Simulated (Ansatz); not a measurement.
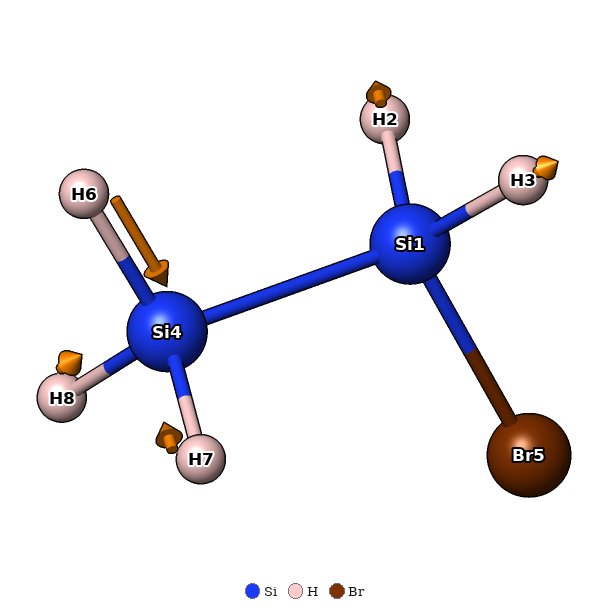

The arrows show one normal mode. Harmonic vibrations computed with RKS PBE0-D4/def2-TZVP (Ansatz 0.2.0) at a stationary point of the same level.

> Describe the motion.

Mostly Si–H stretching.

> Estimate its harmonic wavenumber.

2216 cm⁻¹; it is mode 14 of 18 counted from the lowest.
